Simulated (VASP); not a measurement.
Band structure of Cu$_{2}$O (cuprite). Method: PBE GGA with D4 dispersion, VASP's PBE PAW potentials (set 64) (plane waves; VASP).

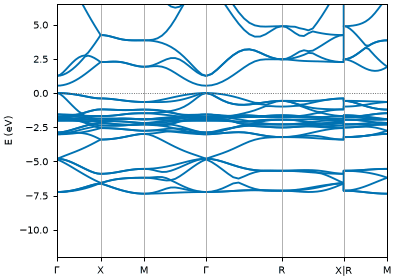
Bands along high-symmetry lines, zero at the valence-band maximum or, without a gap, the Fermi level

Problem. Read the plot: is there a gap, and where are the band edges?

Solution. The gap is direct, 0.54 eV, from the valence maximum at Γ to the conduction minimum at Γ. (Edges off the drawn lines would not show.)

Measured: gap 2.20 eV (computed value off by -1.66 eV), as given by Wei Chen et al., Physical Review Materials (2018), doi:10.1103/physrevmaterials.2.073803 [zero-point renormalisation of 0.03 eV added back (the table's ZPR column)].

The compound is Cu2O in the cuprite structure. It was relaxed first.
